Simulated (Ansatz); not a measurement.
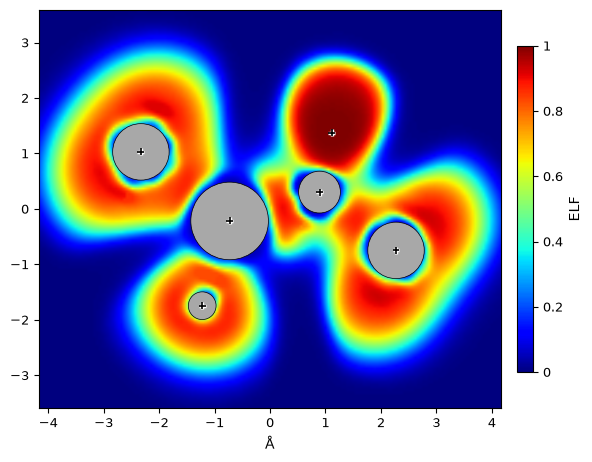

The ELF on a plane through atoms (crosses mark nuclei in the plane; grey discs cover the cores).

Computed with Ansatz, isolated molecule in a Gaussian basis; Kohn-Sham density functional theory, functional PBE0.

Candidates:
A. CH3AlCl (charge +1)
B. CHCl2FSi
C. CH4BIn (charge +1, doublet)

Which system is this?

Candidate B: CHCl2FSi on the molecular plane, which holds C, Cl, F, Si and H. Si–F (1.61 Å): the ELF peaks at about 0.85 in the valence shell of F, 0.6 Å from its nucleus, and is about 0.40 at the midpoint. C–Si (1.70 Å): the ELF peaks at about 0.90 between the atoms; a covalent bond.
